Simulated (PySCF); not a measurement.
## Electronic structure of C₄H₁₂Si₂ (SMILES C=CCC[SiH2][SiH3]) in real space

The calculation's input:

```
{"job": {"kind": "uv", "xc": "wB97X-D", "basis": "def2-SVPD", "nstates": 8, "ntriplets": 3}, "charge": 0, "multiplicity": 1}
C      2.821399     1.367607    -0.199620
C      2.322306     0.152070    -0.078495
C      0.912364    -0.223156    -0.405106
C      0.185439    -0.770760     0.825253
Si    -1.626539    -1.238144     0.453906
Si    -2.811216     0.601759    -0.289274
H      2.229139     2.186805    -0.574524
H      3.841060     1.597212     0.059646
H      2.937852    -0.653969     0.301874
H      0.381396     0.649754    -0.792335
H      0.917073    -0.991064    -1.185072
H      0.221677    -0.020154     1.618232
H      0.730392    -1.639333     1.200056
H     -2.176173    -1.824406     1.686195
H     -1.592196    -2.337312    -0.525040
H     -4.225212     0.294652    -0.517093
H     -2.775474     1.717061     0.662933
H     -2.302046     1.137698    -1.556867
```

Launched as:

```sh
OMP_NUM_THREADS=1 python probes_run.py task.json out
```

Geometry: GFN2-xTB.

Level of theory: PySCF 2.14.0, wB97X-D/def2-SVPD, SCF density, gas phase.

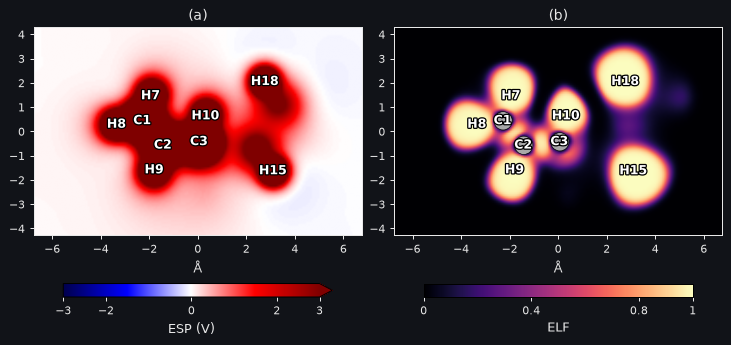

Figure 1. (a) electrostatic potential; (b) ELF on the plane of atoms H7, C1 and H8. Grey discs cover the atomic cores in the ELF map.

> Read the bonding off the picture.

Atoms in the plane: C and H. C–C (1.32 Å): the ELF peaks at about 0.95 between the atoms: a multiple bond. C–H (1.08 Å): the ELF climbs to about 1 towards the hydrogen, as it does in any bond to H: an ordinary covalent bond to hydrogen. C–C (1.50 Å): the ELF peaks at about 0.95 between the atoms, as expected for a shared electron pair. The potential has no marked negative region in this plane.

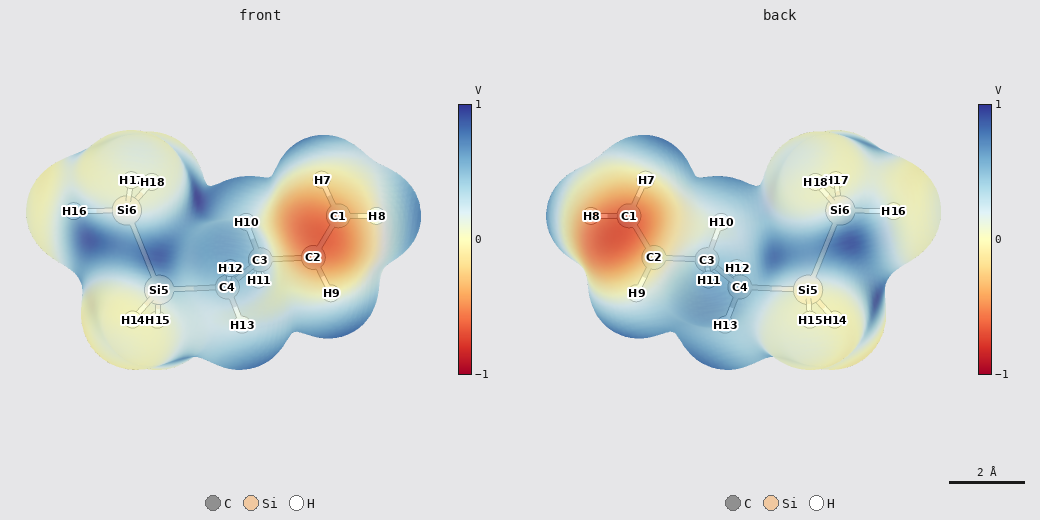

Figure 2. The electrostatic potential painted on the density surface at 0.002 e/bohr³, seen from the front and from behind; red is negative and blue positive.

> Where is the surface potential most negative and most positive?

The most negative region (about −0.7 V) lies over the π face of C1 and C2, the most positive (about +0.9 V) over Si5 and Si6.

> What dipole moment does the calculation give?

Its dipole moment is 0.49 D.
